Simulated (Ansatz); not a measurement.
# MoPdPt in the AlB2 type: lattice stability ahead of a resistivity run, part 3 of 3

The plan: relax MoPdPt in the AlB2 type, check its phonons, and, if the lattice is stable, compute its Eliashberg function and ρ(T).

Ansatz 0.2.0; DFT PBE, scalar-relativistic, plane waves, PAW; PAW set soft_1.

So far, highest frequency, solved or plainly interpolated (cm⁻¹): step 5 (phonons by linear response: q 2×2×2, k 4×4×6) 246. Also lowest on path (cm⁻¹): step 5 -65.5. The relaxed cell has a = 4.468, c = 2.679 Å (conventional setting).

The structure was built from a prototype and need not be the compound's stable phase.

## Step 6: Phonons: q 3×3×3, k 6×6×9

An imaginary mode on so few k-points may come from the sampling, so the phonons are repeated with another q and k mesh.

The input, input.yaml:

```yaml
crystal:
  lattice:
    - [4.4681011203, 0.0, 0.0]
    - [-2.2340505602, 3.8694890768, 0.0]
    - [0.0, 0.0, 2.6787944798]
  atoms:
    - { symbol: Mo, position: [0.0, 0.0, 0.0] }
    - { symbol: Pd, position: [0.3333333333, 0.6666666667, 0.5] }
    - { symbol: Pt, position: [0.6666666667, 0.3333333333, 0.5] }
kpoints:
  mp_grid: { grid: [6, 6, 9] }
hamiltonian:
  xc: pbe
  pseudopotentials: { kind: paw, azcp: { folder: soft_1 } }
scf:
  occupations: { method: methfessel_paxton, width: 0.2 }
output:
  eigenvalues: true
phonons:
  method: dfpt
  qmesh: [3, 3, 3]
  temperatures: { t_max: 1000, t_step: 50 }
  qpath:
    path:
      - [[0.0, 0.0, 0.0], [0.5, 0.0, 0.0], [0.33333333, 0.33333333, 0.0], [0.0, 0.0, 0.0], [0.0, 0.0, 0.5], [0.5, 0.0, 0.5], [0.33333333, 0.33333333, 0.5], [0.0, 0.0, 0.5]]
      - [[0.5, 0.0, 0.5], [0.5, 0.0, 0.0]]
      - [[0.33333333, 0.33333333, 0.5], [0.33333333, 0.33333333, 0.0]]
    npoints: 10
```

The run is started by

```bash
$ ansatz run input.yaml --threads 4 --pin off --max-ram 12288MiB --backend cpu --events-out ev --progress --plain --runs-dir out
```

Numbers of over 12 decimals in the logs are rounded to 6 here.

Log:

```text
[...]
Crystal: 3 atoms, lattice volume = 46.314 Å³
Basis set: ecut = 420 eV, 927 PW (Γ), exchange–correlation on 60×60×36 points (8 copies of the dense FFT grid, shifted against one another)
Bands: 30, of which v1, the nominal top of the filled ones, is band 25 counted from 1 (24 counted from 0)
Symmetry: 12 space group operations
k-points: 35 of 324 (time reversal used)
[...]
SCF iter   1: F=—  HF=-24457.687697 eV  |F-HF|=—  |Δ(HF+E_count)|=         —  Δρ=1.98e-1  dr2=2.77e1  ethr=3.10e-3  ⟨swp⟩=4.4  Hψ=3443  notcnv=0
[...]
SCF iter  11: F=-24453.963613 eV  HF=-24453.963613 eV  |F-HF|=0.00e0  |Δ(HF+E_count)|=  3.64e-12  S|Δr|=    0.00e0  Δρ=5.40e-8  dr2=1.14e-12  ethr=1.00e-12  ⟨swp⟩=6.3  Hψ=4415  notcnv=0
SCF 1 converged in 11 iterations: F = -24453.963613 eV  dr2 = 1.14e-12
[...]
SCF iter   4: F=-24453.963613 eV  HF=-24453.963613 eV  |F-HF|=0.00e0  |Δ(HF+E_count)|=  7.28e-12  S|Δr|=    0.00e0  Δρ=8.23e-8  dr2=3.68e-12  ethr=1.00e-12  ⟨swp⟩=2.3  Hψ=2124  notcnv=0
SCF 2 converged in 4 iterations: F = -24453.963613 eV  dr2 = 3.68e-12
[...]
SCF converged after 11 iterations
[...]
Free energy (F): -24453.963613 eV
[...]
Internal energy: -24453.972814 eV  (E = F + TS)
E sigma→0 (E₀):  -24453.965913 eV
Entropy (-TS):   0.009201 eV (3.067 meV/atom)
Fermi energy:    20.892261 eV
[...]
--- Band table (eV; the first three rows and the last of 35) ---
  k-point 0: bands = [... 21 lower, 18.7901, 19.2943, 19.2943, 19.7471, 19.7471, 23.3085, 23.3085, 27.5144, ... 1 higher]
  k-point 1: bands = [... 21 lower, 19.0421, 19.4805, 19.4805, 20.1754, 20.1754, 23.0124, 23.0124, 27.5687, ... 1 higher]
  k-point 2: bands = [... 21 lower, 18.9556, 18.9556, 20.4131, 21.1753, 21.1753, 22.4992, 22.4992, 27.6671, ... 1 higher]
  k-point 34: bands = [... 21 lower, 20.1249, 20.2116, 20.7427, 21.5242, 21.9820, 23.3788, 23.6974, 25.2059, ... 1 higher]
[...]
ASR residual: 3.366e-5 → 0.000e0 eV/Å²; symmetrization residual: 4.301e-5 eV/Å²
  ASR residual per site (eV/Å²): 3.37e-5 2.40e-5 2.56e-5
  Γ frequencies (cm⁻¹): 0.00 0.00 0.00 58.67 130.81 154.02 154.02 230.38 230.38
--- Phonons (arbitrary-q DFPT): 6 irreducible q on the 3×3×3 mesh ---
[...]
interpolated dispersion: 93 rows × 9 modes
[...]
```

Elapsed: 2.5 min, on 4 threads of Arm Neoverse V2, shared host; peak memory 0.94 GiB.

Numbers from this step:

```yaml
share_of_imaginary_modes_in_the_plain_interpolation_between_solved_wavevectors: 0.0061
highest_frequency_solved_or_plainly_interpolated: 245 cm⁻¹
```

Solved on the 3×3×3 mesh alone; all other wavevectors are interpolated. Phonon branches along the path, in cm⁻¹:

| point | branch 1 | branch 2 | branch 3 | branch 4 | branch 5 | branch 6 | branch 7 | branch 8 | branch 9 |
| --- | --- | --- | --- | --- | --- | --- | --- | --- | --- |
| Γ | 0 | 0 | 0 | 59 | 131 | 154 | 154 | 230 | 230 |
| M | 26 | 54 | 68 | 103 | 116 | 132 | 141 | 216 | 240 |
| K | -41 | 46 | 68 | 100 | 119 | 127 | 163 | 208 | 245 |
| Γ | 0 | 0 | 0 | 59 | 131 | 154 | 154 | 230 | 230 |
| A | 63 | 63 | 113 | 113 | 196 | 206 | 226 | 226 | 231 |
| L | 34 | 129 | 129 | 130 | 186 | 195 | 213 | 230 | 236 |
| H | 49 | 104 | 117 | 144 | 192 | 195 | 199 | 230 | 240 |
| A | 63 | 63 | 113 | 113 | 196 | 206 | 226 | 226 | 231 |
| jump to L | 34 | 129 | 129 | 130 | 186 | 195 | 213 | 230 | 236 |
| M | 26 | 54 | 68 | 103 | 116 | 132 | 141 | 216 | 240 |
| jump to H | 49 | 104 | 117 | 144 | 192 | 195 | 199 | 230 | 240 |
| K | -41 | 46 | 68 | 100 | 119 | 127 | 163 | 208 | 245 |

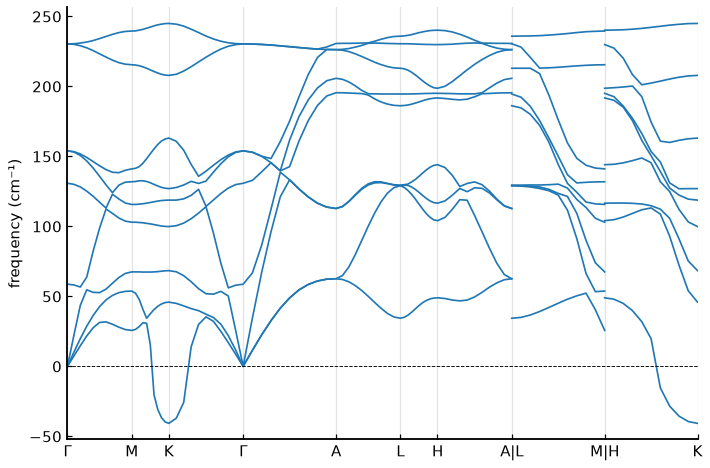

Phonon branches along the path.

Lowest modes at the softest wavevector of the mesh. Modes at q = (0.333, 0.333, 0.000), with each element's share of the kinetic energy (negative means imaginary):

| mode | frequency (cm⁻¹) | Mo % | Pd % | Pt % |
| --- | --- | --- | --- | --- |
| 1 | -40.7 | 0 | 37 | 63 |
| 2 | 45.9 | 0 | 0 | 100 |
| 3 | 68.4 | 0 | 100 | 0 |
| 4 | 99.9 | 100 | 0 | 0 |
| 5 | 118.8 | 75 | 0 | 25 |
| 6 | 127.0 | 90 | 10 | 0 |

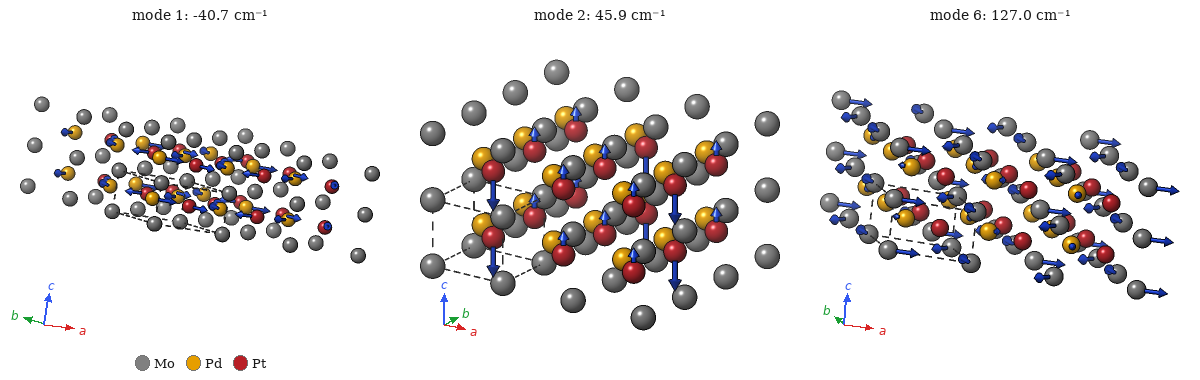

Displacement patterns of modes 1, 2 and 6 at q = (0.333, 0.333, 0.000); arrows are exaggerated. 3×3×2 cells are drawn. Some periodic images of atoms are drawn too.

The modes has structure finer than the step of the table below, so its rows give means over 20 cm⁻¹, whole bins alone (the curve runs from -50.7 to 262 cm⁻¹). Peaks (cm⁻¹: height): Mo 128.5: 0.108, 187.5: 0.0220; Pd 45.8: 0.0179, 130.5: 0.0165, 169.8: 0.0123, 187.5: 0.0153, 215.1: 0.0564, 236.8: 0.0561; Pt 45.8: 0.0400, 67.5: 0.0135, 89.1: 0.0146, 130.5: 0.0427, 156.0: 0.0171, 193.5: 0.0209, 236.8: 0.0278.

Phonopy on the run's constants, 15x15x21 mesh, Gaussian sigma 2.2 cm⁻¹. Modes against wavenumber; means over each step; values in 1/cm⁻¹/cell:

| wavenumber (cm⁻¹) | Mo | Pd | Pt |
| --- | --- | --- | --- |
| -40 | 2.9e-6 | 2.4e-4 | 4.2e-4 |
| -20 | 1.8e-5 | 6.0e-4 | 0.00106 |
| 0 | 2.8e-5 | 2.1e-4 | 3.7e-4 |
| 20 | 4.2e-4 | 0.00147 | 0.00287 |
| 40 | 0.00221 | 0.0120 | 0.0263 |
| 60 | 0.00152 | 0.00756 | 0.0124 |
| 80 | 0.00154 | 0.00603 | 0.00677 |
| 100 | 0.00721 | 0.00554 | 0.00919 |
| 120 | 0.0619 | 0.00811 | 0.0193 |
| 140 | 0.0403 | 0.00678 | 0.0203 |
| 160 | 0.0124 | 0.00453 | 0.00852 |
| 180 | 0.0147 | 0.00588 | 0.00952 |
| 200 | 0.00557 | 0.0146 | 0.00799 |
| 220 | 0.00153 | 0.0441 | 0.0101 |
| 240 | 7.8e-4 | 0.0323 | 0.0148 |

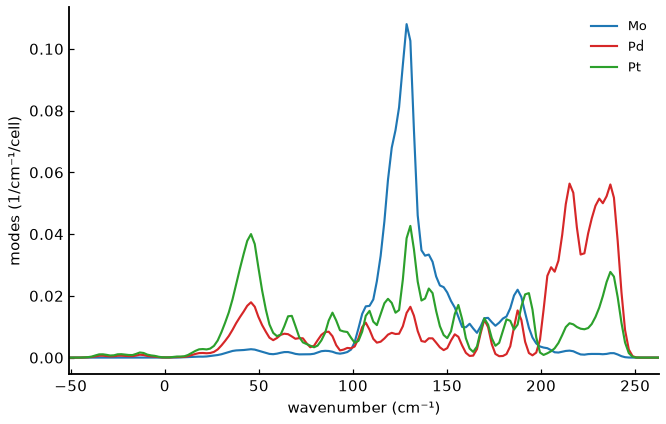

Modes, plotted against wavenumber.

No LO-TO term; unit eigenvectors of the mass-weighted matrix. The modes at Γ (shares of kinetic energy by element, %):

| mode | frequency (cm⁻¹) | symmetry | Mo % | Pd % | Pt % |
| --- | --- | --- | --- | --- | --- |
| 1 | 0.0 | unnamed | 24 | 27 | 49 |
| 2 | 0.0 | unnamed | 24 | 27 | 49 |
| 3 | 0.0 | unnamed | 24 | 27 | 49 |
| 4 | 58.7 | A2'' | 4 | 50 | 45 |
| 5 | 130.8 | A2'' | 71 | 23 | 6 |
| 6 | 154.0 | E' | 75 | 4 | 21 |
| 7 | 154.0 | E' | 75 | 4 | 21 |
| 8 | 230.4 | E' | 1 | 69 | 30 |
| 9 | 230.4 | E' | 1 | 69 | 30 |

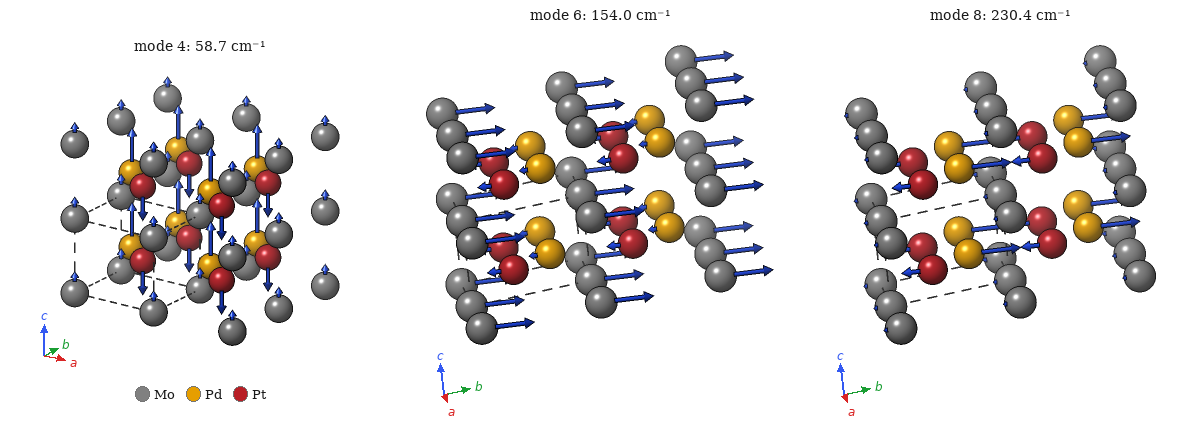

Displacement patterns of modes 4, 6 and 8 at Γ; arrows are exaggerated. 2×2×2 cells are drawn. Some periodic images of atoms are drawn too.

Among the solved wavevectors the lowest mode, translations apart, is -40.7 cm⁻¹, imaginary.

## Step 7: Results

```yaml
phonon_run_of_the_rows_without_a_label_of_their_own: PBE, q 3×3×3, k 6×6×9
softest_mode_on_the_q_mesh: -40.7 cm⁻¹ at q = (0.333, 0.333, 0)
highest_frequency_solved_or_plainly_interpolated: 245 cm⁻¹
```

**Reading.** The lattice is dynamically unstable at this level: a mode at q = (0.333, 0.333, 0) is imaginary, 40.7i cm⁻¹, so no harmonic coupling constant or resistivity is defined for this structure. These meshes are coarse, and single modes of a metal can move by tens of cm⁻¹ with the k mesh. The coarser mesh found an imaginary mode at another wavevector, which this mesh lacks. Spin–orbit coupling, left out here, matters for Pt. The phonon runs are not spin-polarised. The structure was built by hand as an ordered model, and its stability against other phases was not tested.

[Logs are printed without paths, hosts, clocks, repeated set-up lines and the standing remarks that a program may print on its own settings, such as how far it seeks lower states.]

[Hosts, paths, dates, database ids (printed as entryN), source tags and the programs' standing remarks are cut or masked in the printed files.]
